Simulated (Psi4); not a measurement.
# ClF (SMILES FCl): B3LYP/6-311++G(2d,2p) (sweep point 8)

Aim: the energy change on altering one bond length of ClF at B3LYP/6-311++G(2d,2p) (sweep point 8), from 2 runs. Input form: a Python script.

Program for the calculation: Psi4 1.11.

1 further run of the same task is left out (it didn't finish).

**1. Starting point**

ClF: 2 atoms, total charge 0, spin state singlet. As SMILES, `FCl`. The shape is that of a PBE0-D4/def2-TZVP optimisation.

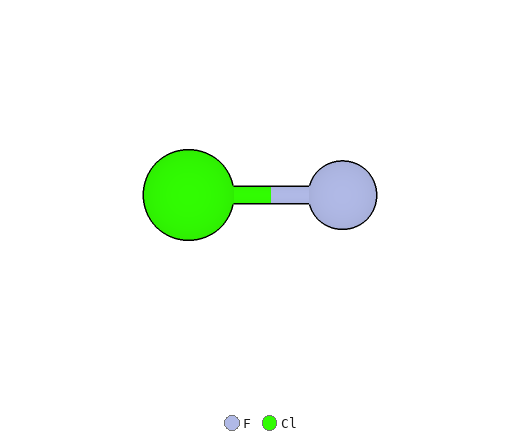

Viewed from a chosen angle; fluorine light blue, chlorine green.

**2. The energy at B3LYP/6-311++G(2d,2p) (sweep point 8)**

Contents of calc.py:

```python
import psi4

psi4.set_memory(1600000000)
psi4.set_num_threads(1)
psi4.core.set_output_file('output.dat', False)

m = psi4.geometry("""
0 1
F      0.000000     0.000000     0.031290
Cl     0.000000     0.000000     1.650960
units angstrom
symmetry c1
""")

psi4.set_options({
    'basis': '6-311++G(2d,2p)',
    'reference': 'rks',
    'puream': True,
    'scf_type': 'pk',
    'dft_radial_points': 99,
    'dft_spherical_points': 590,
})

result = psi4.energy('b3lyp')
print(f'total energy {result:.8f} hartree = {result * 27.211386:.5f} eV')
```

On the command line:

```console
$ python calc.py
```

output.dat:

```text
[...]
  Running in c1 symmetry.
[...]
  Nuclear repulsion =   49.988030421326577
[...]
  Multiplicity = 1
[...]
  Nalpha       = 13
  Nbeta        = 13
[...]
    Number of basis functions: 62
[...]
   @RKS iter   1:  -559.99405516316028   -1.05573e-01   4.79770e-03 DIIS/ADIIS
[...]
   @RKS iter   8:  -560.01766573381917   -2.30227e-09   4.31689e-08 DIIS
[...]
    Orbital Energies [Eh]
    ---------------------
    Doubly Occupied:
       1A   -101.641739     2A    -24.743326     3A     -9.550461
       4A     -7.321779     5A     -7.302180     6A     -7.302180
       7A     -1.260310     8A     -0.844519     9A     -0.552381
      10A     -0.502389    11A     -0.502389    12A     -0.339258
      13A     -0.339258
[...]
  @RKS Final Energy:  -560.01766573381917
   => Energetics <=
    Nuclear Repulsion Energy =             49.9880304213265774
    One-Electron Energy =                -873.4107709473413479
    Two-Electron Energy =                 294.5640427651551931
    DFT Exchange-Correlation Energy =     -31.1589679729595694
    Empirical Dispersion Energy =           0.0000000000000000
    VV10 Nonlocal Energy =                  0.0000000000000000
    Total Energy =                       -560.0176657338190580
[...]
 Multipole Moments:
 ------------------------------------------------------------------------------------
     Multipole            Electronic (a.u.)      Nuclear  (a.u.)        Total (a.u.)
 ------------------------------------------------------------------------------------
 L = 1.  Multiply by 2.5417464519 to convert [e a0] to [Debye]
 Dipole X            :          0.0000000            0.0000000            0.0000000
 Dipole Y            :          0.0000000            0.0000000            0.0000000
 Dipole Z            :         -0.1009059            0.4680760            0.3671701
 Magnitude           :                                                    0.3671701
[...]
```

Standard output:

```text
total energy -560.01766573 hartree = -15238.85687 eV
```

Run time: 6.3 s. Hardware: 1 thread of Intel Xeon Platinum 8488C (Sapphire Rapids), shared host; peak memory 0.39 GiB.

**3. The distorted shape, same level**

Contents of clf.py:

```python
import psi4

psi4.set_memory(1600000000)
psi4.set_num_threads(1)
psi4.set_output_file('psi4.out', False)

molecule = psi4.geometry("""
0 1
F      0.000000     0.000000    -1.264440
Cl     0.000000     0.000000     1.650960
symmetry c1
""")

psi4.set_options({
    'basis': '6-311++G(2d,2p)',
    'puream': True,
    'scf_type': 'pk',
    'dft_radial_points': 99,
    'dft_spherical_points': 590,
})

e = psi4.energy("b3lyp")
print(f'total energy {e:.8f} hartree = {e * 27.211386:.5f} eV')
```

On the command line:

```console
$ python clf.py
```

psi4.out:

```text
[...]
  Running in c1 symmetry.
[...]
  Nuclear repulsion =   27.771185165846884
[...]
  Multiplicity = 1
[...]
  Nalpha       = 13
  Nbeta        = 13
[...]
    Number of basis functions: 62
[...]
   @RKS iter   1:  -559.58042293426740   -1.01418e-01   1.10890e-02 ADIIS/DIIS
[...]
   @RKS iter  13:  -559.88069848359703   -7.22719e-09   8.85232e-08 DIIS
[...]
    Orbital Energies [Eh]
    ---------------------
    Doubly Occupied:
       1A   -101.674199     2A    -24.722586     3A     -9.580585
       4A     -7.352085     5A     -7.332734     6A     -7.332734
       7A     -1.144872     8A     -0.876186     9A     -0.421257
      10A     -0.418857    11A     -0.418857    12A     -0.395728
      13A     -0.395728
[...]
  @RKS Final Energy:  -559.88069848359703
   => Energetics <=
    Nuclear Repulsion Energy =             27.7711851658468838
    One-Electron Energy =                -829.0714566781717849
    Two-Electron Energy =                 272.4290060272880964
    DFT Exchange-Correlation Energy =     -31.0094329985603032
    Empirical Dispersion Energy =           0.0000000000000000
    VV10 Nonlocal Energy =                  0.0000000000000000
    Total Energy =                       -559.8806984835971434
[...]
 Multipole Moments:
 ------------------------------------------------------------------------------------
     Multipole            Electronic (a.u.)      Nuclear  (a.u.)        Total (a.u.)
 ------------------------------------------------------------------------------------
 L = 1.  Multiply by 2.5417464519 to convert [e a0] to [Debye]
 Dipole X            :         -0.0000000            0.0000000           -0.0000000
 Dipole Y            :         -0.0000000            0.0000000           -0.0000000
 Dipole Z            :          0.1977406            0.8425351            1.0402757
 Magnitude           :                                                    1.0402757
[...]
```

On the terminal:

```text
total energy -559.88069848 hartree = -15235.12980 eV
```

Run time: 6.9 s. Hardware: 1 thread of Intel Xeon Platinum 8488C (Sapphire Rapids), shared host; peak memory 0.37 GiB.

**4. Summary of results**

Level: B3LYP/6-311++G(2d,2p) (sweep point 8).

| quantity | value |
| --- | --- |
| first shape: total energy | -560.01767 Eh |
| first shape: dipole moment | 0.93 D |
| first shape: HOMO energy | -9.23 eV |
| first shape: LUMO energy | -3.49 eV |
| first shape: HOMO–LUMO gap | 5.75 eV |
| distorted shape: total energy | -559.88070 Eh |
| distorted shape: dipole moment | 2.64 D |
| distorted shape: HOMO energy | -10.77 eV |
| distorted shape: LUMO energy | -9.30 eV |
| distorted shape: HOMO–LUMO gap | 1.47 eV |
| energy change with the F1–Cl2 bond stretched from 1.620 to 2.915 Å | 3.727 eV |

**Reading.** One bond (distorted shape) is far stretched, which a spin-restricted single reference describes badly; a broken-symmetry solution may lie lower. With the F1–Cl2 bond stretched from 1.620 to 2.915 Å the energy rises by 3.73 eV (86 kcal/mol). The first shape isn't relaxed at this level, so the change isn't measured from a minimum. A restricted reference can't describe the breaking bond well at this length.
